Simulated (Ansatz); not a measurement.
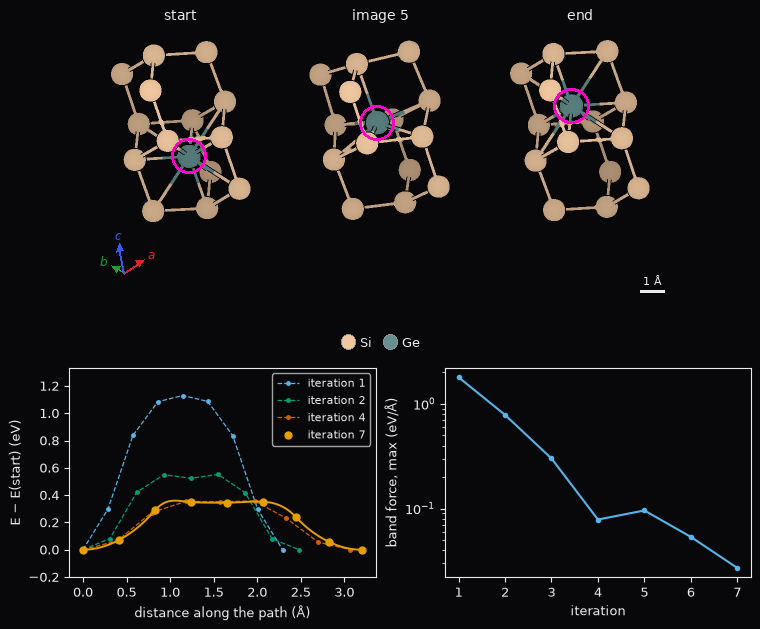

NEB run on Si with an interstitial Ge (17 atoms in the cell). Images are numbered from 0 (start) to 8 (end). The plot follows the band through its iterations. A ball-and-stick model of the atoms within 4.2 Å of the middle of the path, seen slightly off an axis. The moving atom is ringed, with any periodic copies. Bonds to atoms that aren't drawn are left out.

All numbers below come from Ansatz, DFT r2SCAN, scalar-relativistic, plane waves, PAW. Settings: plane-wave cutoff 500 eV; k-point mesh 2 × 2 × 2; Gaussian smearing 0.05 eV; 7 movable images; climbing image; force threshold 0.03 eV/Å; iteration limit 9; starting path by straight interpolation.

Question: Judge this run.

Answer: The run is converged, with reservations. The band converged in 7 iterations. The largest component of the band force went from 1.8 to 0.027 eV/Å. The climbing image converged on the top of the path. Its curvatures weren't checked. The first iteration put the highest image at 1.13 eV. The two ends have the same energy, and the highest point, image 5, lies 0.35 eV above the start.

Limits of the set-up: the periodic images lie only 7.7 Å apart, so the values are limited by the cell's size.

The run took 23 min on 2 threads of Arm Neoverse V1, on a shared host, peak memory 2.9 GiB.

PAW datasets: the set soft_1.
